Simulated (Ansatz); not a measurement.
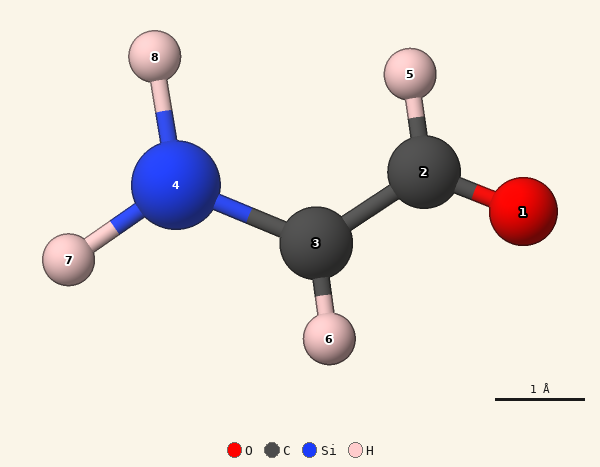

*The starting structure (ball-and-stick view, seen on its broad side; atoms are numbered from 1 in the order of the input).*

Bond lengths as drawn: C–C 1.46 Å, C–H 1.10 to 1.12 Å, C–O 1.21 Å, C–Si 1.73 Å and H–Si 1.48 Å.

**Nudged elastic band of C2H4OSi**

The run: nudged elastic band of C2H4OSi. Method and program: RKS B3LYP/def2-SVP (Ansatz 0.2.0).

It belongs to a series of runs on one base structure; here: band between the two ends. Figures and captions count atoms from 1; the log counts them from 0 in places.

### The input
```yaml
crystal:
  periodic: [false, false, false]
  atoms:
    - { symbol: O, position_ang: [1.755293, 1.787688, -0.425169] }
    - { symbol: C, position_ang: [0.765792, 1.087766, -0.503893] }
    - { symbol: C, position_ang: [0.456549, -0.024303, 0.394259] }
    - { symbol: Si, position_ang: [-0.958938, -1.005462, 0.262415] }
    - { symbol: H, position_ang: [0.006123, 1.273486, -1.310972] }
    - { symbol: H, position_ang: [1.194025, -0.210712, 1.183573] }
    - { symbol: H, position_ang: [-1.241089, -2.123666, 1.189964] }
    - { symbol: H, position_ang: [-1.977746, -0.784796, -0.790176] }
basis:
  gaussian: { orbitals: def2-SVP }
hamiltonian:
  xc: b3lyp
neb:
  order_check: false
  images: 5
  f_tol: 0.03
  max_iterations: 48
  final_atoms:
    - { symbol: O, position_ang: [1.93544131, 1.16436547, -0.06921122] }
    - { symbol: C, position_ang: [0.59572735, 1.13934831, -0.25375665] }
    - { symbol: C, position_ang: [-0.21447888, 0.10841043, -0.05963247] }
    - { symbol: Si, position_ang: [-1.25841064, -1.1889399, 0.1739984] }
    - { symbol: H, position_ang: [0.23960328, 2.11965033, -0.60061395] }
    - { symbol: H, position_ang: [2.21060526, 0.28442438, 0.234752] }
    - { symbol: H, position_ang: [-1.9317888, -1.45881463, 1.46738223] }
    - { symbol: H, position_ang: [-1.57668987, -2.1684434, -0.89291733] }
  initial_path:
    images:
      - { positions_ang: [[1.755293, 1.787688, -0.425169], [0.765792, 1.087766, -0.503893], [0.456549, -0.024303, 0.394259], [-0.958938, -1.005462, 0.262415], [0.006123, 1.273486, -1.310972], [1.194025, -0.210712, 1.183573], [-1.241089, -2.123666, 1.189964], [-1.977746, -0.784796, -0.790176]] }
      - { positions_ang: [[1.76826095, 1.73117029, -0.35653826], [0.77229448, 1.04336512, -0.45291203], [0.43934574, -0.06562637, 0.42242611], [-0.99853152, -1.03439832, 0.26016189], [0.02670881, 1.24375043, -1.2636859], [1.3171024, 0.04242041, 1.02276949], [-1.31891519, -2.15434103, 1.15809112], [-2.00625666, -0.80633953, -0.79031142]] }
      - { positions_ang: [[1.7812289, 1.67465257, -0.28790753], [0.77879695, 0.99896424, -0.40193107], [0.42214248, -0.10694974, 0.45059321], [-1.03812504, -1.06333464, 0.25790879], [0.04729461, 1.21401487, -1.21639979], [1.4401798, 0.29555283, 0.86196598], [-1.39674139, -2.18501606, 1.12621824], [-2.03476732, -0.82788305, -0.79044684]] }
      - { positions_ang: [[1.79419684, 1.61813486, -0.21927679], [0.78529943, 0.95456336, -0.3509501], [0.40493923, -0.14827312, 0.47876032], [-1.07771857, -1.09227097, 0.25565568], [0.06788042, 1.1842793, -1.16911369], [1.56325721, 0.54868524, 0.70116248], [-1.47456758, -2.21569109, 1.09434536], [-2.06327797, -0.84942658, -0.79058226]] }
      - { positions_ang: [[1.84127833, 1.4668784, -0.16925494], [0.72210874, 1.01615835, -0.31855228], [0.19846652, -0.06271193, 0.29929606], [-1.13794926, -1.12449394, 0.22843659], [0.12512138, 1.49606964, -0.97961378], [1.77903989, 0.46059829, 0.54569232], [-1.62697466, -1.96339894, 1.21869099], [-1.90108194, -1.28909885, -0.82469395]] }
      - { positions_ang: [[1.88835982, 1.31562193, -0.11923308], [0.65891804, 1.07775333, -0.28615447], [-0.00800618, 0.02284925, 0.11983179], [-1.19817995, -1.15671692, 0.20121749], [0.18236233, 1.80785999, -0.79011386], [1.99482257, 0.37251133, 0.39022216], [-1.77938173, -1.71110678, 1.34303661], [-1.7388859, -1.72877113, -0.85880564]] }
      - { positions_ang: [[1.93544131, 1.16436547, -0.06921122], [0.59572735, 1.13934831, -0.25375665], [-0.21447888, 0.10841043, -0.05963247], [-1.25841064, -1.1889399, 0.1739984], [0.23960328, 2.11965033, -0.60061395], [2.21060526, 0.28442438, 0.234752], [-1.9317888, -1.45881463, 1.46738223], [-1.57668987, -2.1684434, -0.89291733]] }
```

Run as:
```bash
ansatz run input.yaml --threads 1 --pin off --max-ram 2048MiB --backend cpu --events-out ev --progress --plain --runs-dir out
```

### The program's output
```
Engine: ansatz 0.2.0, x86_64-unknown-linux-gnu
Functional definition: B3LYP
  parameter a0 = 0.2
  parameter ax = 0.72
  parameter ac = 0.81
  exchange = (1 - a0 - ax)*slater_x + ax*b88_x + a0*exact_x
  correlation = (1 - ac)*vwn_rpa_c + ac*lyp_c
866 factors; integrals over basis functions are off by at most 3.3e-4 eV
mean field evaluation 1: about -12047.8992 eV, gradient 5.9e1 eV
mean field evaluation 2: about -11938.6256 eV, gradient 1.6e2 eV
mean field evaluation 4: about -12056.3523 eV, gradient 1.2e1 eV
mean field evaluation 8: about -12056.9151 eV, gradient 3.3e-1 eV
mean field evaluation 16: about -12056.9341 eV, gradient 1.0e-5 eV
mean field -12056.93413417 eV, -443.0841569472 hartree, gradient 1.0e-5 eV, S^2 0.000000; 0 other end points of the search recorded, 0 dependent functions left out
the calculation of the forces begins
reference -12056.93434739 eV, -443.0841647830 hartree; 19, 19 occupied and 61, 61 virtual orbitals, 866 factors
868 factors; integrals over basis functions are off by at most 1.1e-3 eV
mean field evaluation 32: about -12056.0865 eV, gradient 8.0e-6 eV
mean field -12056.08651373 eV, -443.0530074706 hartree, gradient 8.4e-6 eV, S^2 0.000000; 0 other end points of the search recorded, 0 dependent functions left out
[... from here on the field's lines of each further geometry are left out, up to the last ...]
NEB iter   1: max|band force component| = 5.780e0 eV/Å  barrier→ = 4.0194 eV  barrier← = 3.1718 eV  Δτ_max = 0.1935 Å  (189 SCF iters)
NEB iter   2: max|band force component| = 3.324e0 eV/Å  barrier→ = 2.7468 eV  barrier← = 1.8992 eV  Δτ_max = 0.1982 Å  (156 SCF iters)
NEB iter   3: max|band force component| = 2.407e0 eV/Å  barrier→ = 2.3035 eV  barrier← = 1.4558 eV  Δτ_max = 0.1961 Å  (161 SCF iters)
NEB iter   4: max|band force component| = 2.405e0 eV/Å  barrier→ = 2.5634 eV  barrier← = 1.7158 eV  Δτ_max = 0.1005 Å  (157 SCF iters)
NEB iter   5: max|band force component| = 1.913e0 eV/Å  barrier→ = 2.7997 eV  barrier← = 1.9520 eV  Δτ_max = 0.0987 Å  (154 SCF iters)
NEB iter   6: max|band force component| = 2.127e0 eV/Å  barrier→ = 2.5709 eV  barrier← = 1.7232 eV  Δτ_max = 0.0489 Å  (150 SCF iters)
NEB iter   7: max|band force component| = 9.802e-1 eV/Å  barrier→ = 2.4147 eV  barrier← = 1.5671 eV  Δτ_max = 0.0952 Å  (145 SCF iters)
NEB iter   8: max|band force component| = 1.001e0 eV/Å  barrier→ = 2.2433 eV  barrier← = 1.3956 eV  Δτ_max = 0.0847 Å  (149 SCF iters)
NEB iter   9: max|band force component| = 9.905e-1 eV/Å  barrier→ = 2.0278 eV  barrier← = 1.1802 eV  CI = image 3  Δτ_max = 0.0986 Å  (144 SCF iters)
NEB iter  10: max|band force component| = 1.559e0 eV/Å  barrier→ = 2.2836 eV  barrier← = 1.4360 eV  CI = image 3  Δτ_max = 0.1785 Å  (146 SCF iters)
NEB iter  11: max|band force component| = 3.236e0 eV/Å  barrier→ = 3.0647 eV  barrier← = 2.2171 eV  CI = image 3  Δτ_max = 0.0978 Å  (155 SCF iters)
NEB iter  12: max|band force component| = 3.130e0 eV/Å  barrier→ = 3.0118 eV  barrier← = 2.1642 eV  CI = image 3  Δτ_max = 0.2000 Å  (153 SCF iters)
NEB iter  13: max|band force component| = 9.431e-1 eV/Å  barrier→ = 2.6119 eV  barrier← = 1.7642 eV  CI = image 3  Δτ_max = 0.0472 Å  (152 SCF iters)
NEB iter  14: max|band force component| = 3.750e-1 eV/Å  barrier→ = 2.6071 eV  barrier← = 1.7595 eV  CI = image 3  Δτ_max = 0.0289 Å  (144 SCF iters)
NEB iter  15: max|band force component| = 2.917e-1 eV/Å  barrier→ = 2.6006 eV  barrier← = 1.7530 eV  CI = image 3  Δτ_max = 0.0195 Å  (136 SCF iters)
NEB iter  16: max|band force component| = 6.153e-2 eV/Å  barrier→ = 2.5975 eV  barrier← = 1.7499 eV  CI = image 3  Δτ_max = 0.0087 Å  (142 SCF iters)
NEB iter  17: max|band force component| = 4.375e-2 eV/Å  barrier→ = 2.5968 eV  barrier← = 1.7492 eV  CI = image 3  Δτ_max = 0.0129 Å  (123 SCF iters)
NEB iter  18: max|band force component| = 5.639e-2 eV/Å  barrier→ = 2.5963 eV  barrier← = 1.7487 eV  CI = image 3  Δτ_max = 0.0065 Å  (132 SCF iters)
NEB iter  19: max|band force component| = 7.266e-2 eV/Å  barrier→ = 2.5962 eV  barrier← = 1.7485 eV  CI = image 3  Δτ_max = 0.0032 Å  (127 SCF iters)
the calculation of the forces begins
reference -12055.92230797 eV, -443.0469730203 hartree; 19, 19 occupied and 61, 61 virtual orbitals, 868 factors
868 factors; integrals over basis functions are off by at most 9.0e-4 eV
mean field -12054.33803835 eV, -442.9887521855 hartree, gradient 1.8e-5 eV, S^2 0.000000; 1 other end points of the search recorded, 0 dependent functions left out
the calculation of the forces begins
reference -12054.33825731 eV, -442.9887602323 hartree; 19, 19 occupied and 61, 61 virtual orbitals, 868 factors
NEB iter  20: max|band force component| = 2.206e-2 eV/Å  barrier→ = 2.5961 eV  barrier← = 1.7485 eV  CI = image 3  Δτ_max = 0.0000 Å  (260 SCF iters)
```

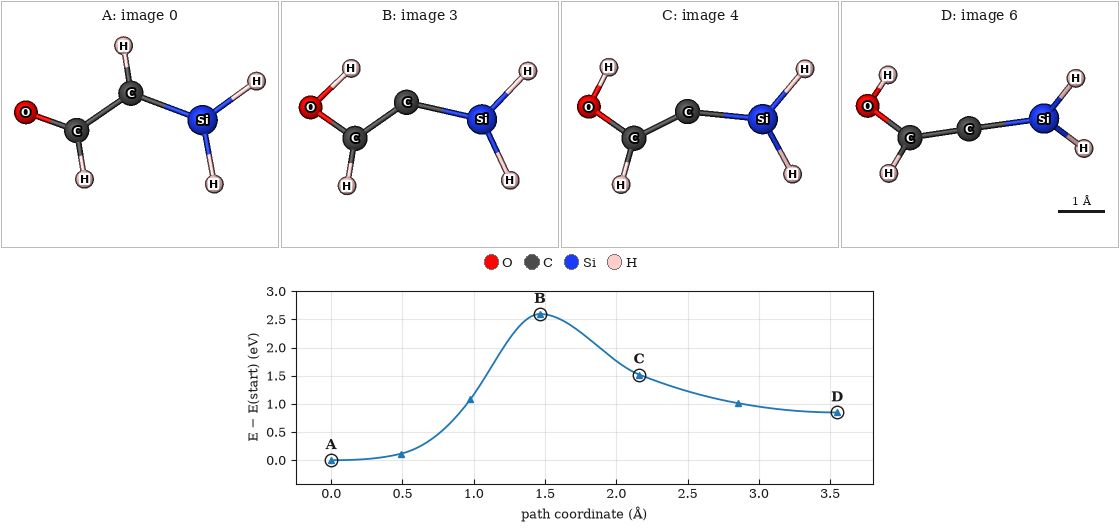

*Images of the last band (counted from 0; ball-and-stick, seen on its broad side) above the energy along the path; the line is a cubic interpolation that uses the forces.*

The highest image is number 3, 2.596 eV above the start and 1.748 eV above the end (the climbing image); the end lies 0.848 eV above the start. The path is 3.55 Å long. The band converged in 20 iterations.

```
Total energy: -12054.33825731 eV, -442.9887602323 hartree
Atom 0 at     1.879896     1.310771    -0.123744 Å, force     0.017945     0.000320     0.005114 eV/Å
Atom 1 at     0.653106     1.057045    -0.403425 Å, force    -0.016773     0.003894    -0.006683 eV/Å
Atom 2 at     0.190698     0.018641     0.411815 Å, force    -0.020352    -0.014455    -0.017375 eV/Å
Atom 3 at    -1.115277    -1.084143     0.246973 Å, force     0.009121     0.009867     0.001218 eV/Å
Atom 4 at     0.156353     1.655744    -1.184657 Å, force     0.003707    -0.007324     0.006053 eV/Å
Atom 5 at     1.632263     0.406396     0.705756 Å, force     0.008024     0.008932     0.008190 eV/Å
Atom 6 at    -1.330903    -2.157705     1.245908 Å, force     0.003237    -0.002042     0.000592 eV/Å
Atom 7 at    -2.066128    -1.206746    -0.898624 Å, force    -0.004909     0.000808     0.002890 eV/Å
Dipole moment:    -0.495594    -0.187704    -0.193994 e Å
this run last wrote the band of iteration 20 to [file]
```

### The last band as extended XYZ (Å, eV, eV/Å)
```
8
Properties=species:S:1:pos:R:3:forces:R:3 image=0 energy=-12056.93413
O     1.7553    1.7877   -0.4252    0.0027   0.0010   0.0005
C     0.7658    1.0878   -0.5039   -0.0005  -0.0026   0.0030
C     0.4565   -0.0243    0.3943   -0.0006  -0.0001  -0.0008
Si   -0.9589   -1.0055    0.2624    0.0024   0.0013   0.0009
H     0.0061    1.2735   -1.3110   -0.0018  -0.0001  -0.0015
H     1.1940   -0.2107    1.1836   -0.0012   0.0011  -0.0015
H    -1.2411   -2.1237    1.1900   -0.0002   0.0000  -0.0007
H    -1.9777   -0.7848   -0.7902   -0.0007  -0.0005   0.0001
8
Properties=species:S:1:pos:R:3:forces:R:3 image=1 energy=-12056.81962
O     1.8781    1.6276   -0.3806   -0.0001   0.2640  -0.1798
C     0.7725    1.1338   -0.4976    0.0555   0.0388  -0.0626
C     0.3627    0.0194    0.3519    0.0972  -0.0171  -0.0592
Si   -0.9981   -1.0487    0.2640    0.0863   0.0443  -0.0156
H     0.0515    1.5462   -1.2475   -0.0897  -0.1415  -0.0497
H     1.1747   -0.1054    1.0788   -0.3034  -0.4063   0.3354
H    -1.2350   -2.1246    1.2573    0.1147   0.0369  -0.0138
H    -2.0065   -1.0482   -0.8262    0.0396   0.1809   0.0454
8
Properties=species:S:1:pos:R:3:forces:R:3 image=2 energy=-12055.85269
O     1.8863    1.4621   -0.2533    0.0640   1.0747  -0.9259
C     0.7249    1.1110   -0.4541    0.5139   0.4090  -0.3340
C     0.3018    0.0242    0.3976    0.8089   0.0190  -0.1122
Si   -1.0514   -1.0741    0.2694    0.4545   0.0702   0.1449
H     0.1176    1.6358   -1.2160   -0.2926  -0.0989  -0.1591
H     1.3625    0.1518    0.8664   -1.9197  -1.8858   1.1422
H    -1.3119   -2.1499    1.2561    0.1461   0.0172   0.0119
H    -2.0298   -1.1607   -0.8661    0.2248   0.3946   0.2321
8
Properties=species:S:1:pos:R:3:forces:R:3 image=3 energy=-12054.33804
O     1.8799    1.3108   -0.1237    0.0179   0.0003   0.0051
C     0.6531    1.0570   -0.4034   -0.0168   0.0039  -0.0067
C     0.1907    0.0186    0.4118   -0.0204  -0.0145  -0.0174
Si   -1.1153   -1.0841    0.2470    0.0091   0.0099   0.0012
H     0.1564    1.6557   -1.1847    0.0037  -0.0073   0.0061
H     1.6323    0.4064    0.7058    0.0080   0.0089   0.0082
H    -1.3309   -2.1577    1.2459    0.0032  -0.0020   0.0006
H    -2.0661   -1.2067   -0.8986   -0.0049   0.0008   0.0029
8
Properties=species:S:1:pos:R:3:forces:R:3 image=4 energy=-12055.41260
O     1.9189    1.1830   -0.1439    0.0547  -0.1974  -0.0367
C     0.5962    1.0541   -0.3277   -0.1197   0.0097   0.1481
C    -0.0545    0.0882    0.3335   -0.3837   0.0826  -0.1379
Si   -1.2225   -1.1200    0.2432   -0.1589  -0.0585  -0.0142
H     0.1816    1.7876   -1.0350    0.0116   0.2551   0.2899
H     2.0291    0.5251    0.5771    0.6641   0.1801  -0.2289
H    -1.5030   -2.0494    1.3580   -0.2413   0.1309   0.1437
H    -1.9459   -1.4687   -1.0052    0.1733  -0.4025  -0.1639
8
Properties=species:S:1:pos:R:3:forces:R:3 image=5 energy=-12055.92208
O     1.9395    1.1676   -0.1494    0.0062  -0.0037  -0.0145
C     0.5981    1.0950   -0.2885   -0.0100   0.0365   0.0419
C    -0.1730    0.1105    0.1563   -0.0729   0.0030  -0.1205
Si   -1.2657   -1.1641    0.2196   -0.0229  -0.0387  -0.0194
H     0.2125    1.9667   -0.8346   -0.0070   0.1592   0.1876
H     2.1925    0.4399    0.4417    0.1282  -0.0702  -0.1265
H    -1.7626   -1.7822    1.4691   -0.1434   0.1428   0.0552
H    -1.7414   -1.8333   -1.0142    0.1217  -0.2288  -0.0037
8
Properties=species:S:1:pos:R:3:forces:R:3 image=6 energy=-12056.08651
O     1.9354    1.1644   -0.0692    0.0021   0.0009   0.0057
C     0.5957    1.1393   -0.2538   -0.0029  -0.0084  -0.0032
C    -0.2145    0.1084   -0.0596   -0.0192  -0.0162  -0.0001
Si   -1.2584   -1.1889    0.1740    0.0149   0.0166  -0.0005
H     0.2396    2.1197   -0.6006    0.0007  -0.0005  -0.0004
H     2.2106    0.2844    0.2348   -0.0013   0.0015   0.0000
H    -1.9318   -1.4588    1.4674    0.0055   0.0020   0.0004
H    -1.5767   -2.1684   -0.8929    0.0001   0.0040  -0.0018
```

### Summary

- outcome: converged
- barrier, forward: 2.596 eV
- barrier, backward: 1.748 eV
- hardware: 1 thread of Intel Xeon @ 2.50GHz (Skylake/Cascade Lake), 189 GiB of memory available, shared host
- wall time: 9.7 min
- peak memory: 0.16 GiB

### Notes

The order of the saddle point was not checked.
